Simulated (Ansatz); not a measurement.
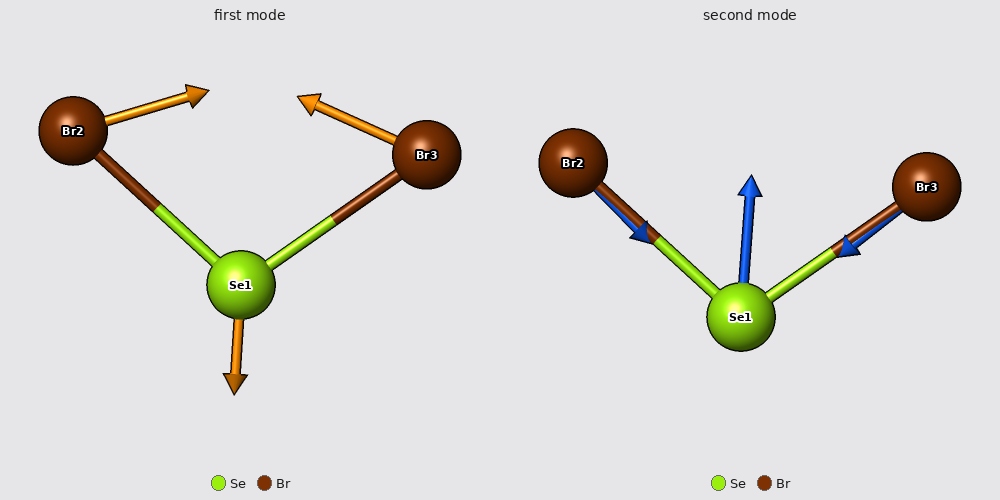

The system is SeBr2; the picture shows the reference structure; its two panels give the patterns of the first and the second mode as arrows. 
- First axis: normal mode 1 (105 cm⁻¹). Second axis: normal mode 3 (310 cm⁻¹).
- Nothing is relaxed (straight displacements along the two mass-weighted modes).
- The grid has 9 × 9 points.
- Energies are in kcal/mol, from the relaxed molecule at the same level.
- The calculation used Ansatz 0.2.0, RKS PBE0-D4/def2-TZVP.

Its coordinates:

```xyz
3

Se    0.0049   -0.0067   -0.9601
Br    1.7960   -0.0191    0.4895
Br   -1.8010    0.0259    0.4705
```

Range: normal mode 1 (105 cm⁻¹) from −3.85 to 3.85 amu½·Å; normal mode 3 (310 cm⁻¹) from −1.305 to 1.305 amu½·Å.

> Predict the map.

The lowest grid point is at normal mode 1 (105 cm⁻¹) = 0.00 amu½·Å, normal mode 3 (310 cm⁻¹) = 0.000 amu½·Å, 0.0 kcal/mol from the relaxed molecule at the same level. No other kind of well shows on this grid. The highest grid point, normal mode 1 (105 cm⁻¹) = 3.85 amu½·Å, normal mode 3 (310 cm⁻¹) = 1.305 amu½·Å, lies 17.2 kcal/mol above the lowest.

| normal mode 3 (310 cm⁻¹) ↓, normal mode 1 (105 cm⁻¹) → | −3.85 | −2.89 | −1.93 | −0.96 | 0.00 | 0.96 | 1.93 | 2.89 | 3.85 |
| --- | --- | --- | --- | --- | --- | --- | --- | --- | --- |
| 1.305 | 10.8 | 9.4 | 8.4 | 8.1 | 8.2 | 9.1 | 10.6 | 13.2 | 17.2 |
| 0.979 | 8.4 | 6.5 | 5.2 | 4.5 | 4.4 | 5.1 | 6.5 | 9.1 | 13.1 |
| 0.652 | 6.9 | 4.7 | 3.1 | 2.2 | 1.9 | 2.4 | 3.8 | 6.4 | 10.5 |
| 0.326 | 6.1 | 3.7 | 1.9 | 0.8 | 0.5 | 0.9 | 2.3 | 4.9 | 9.0 |
| 0.000 | 6.1 | 3.5 | 1.6 | 0.4 | 0.0 | 0.4 | 1.9 | 4.6 | 8.7 |
| −0.326 | 6.6 | 4.0 | 2.0 | 0.8 | 0.4 | 0.9 | 2.4 | 5.1 | 9.3 |
| −0.652 | 7.8 | 5.1 | 3.2 | 2.0 | 1.6 | 2.1 | 3.7 | 6.5 | 10.7 |
| −0.979 | 9.4 | 6.8 | 4.9 | 3.7 | 3.4 | 4.0 | 5.7 | 8.6 | 12.8 |
| −1.305 | 11.6 | 9.0 | 7.1 | 6.0 | 5.8 | 6.5 | 8.3 | 11.2 | 15.5 |

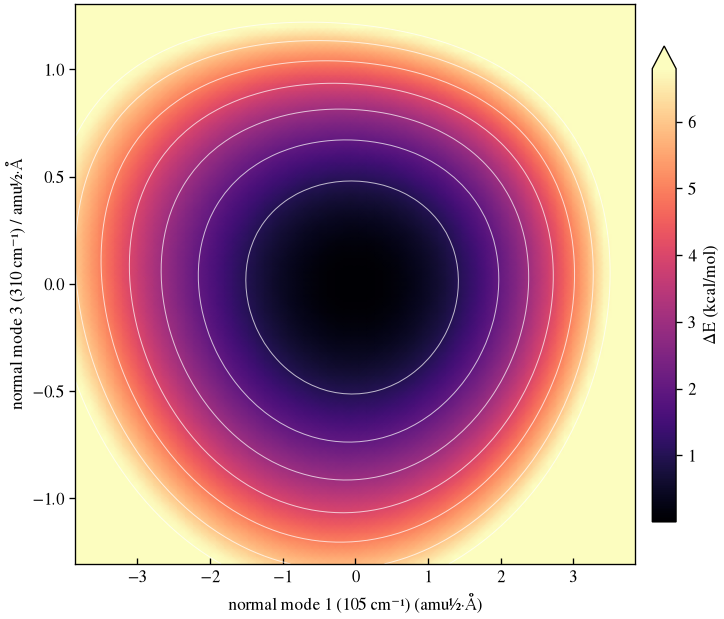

In the figure: a smooth colour map with a few white contour lines, one colour for all values above the top of the scale. Between grid points the surface is interpolated.

Each point was launched as `ansatz run input.yaml --threads 1 --pin off --max-ram 2560MiB --backend cpu --events-out ev --progress --plain --runs-dir out`. Time for the 81 points that were run: 11 min on 1 thread of Arm Neoverse V2, on a shared host.
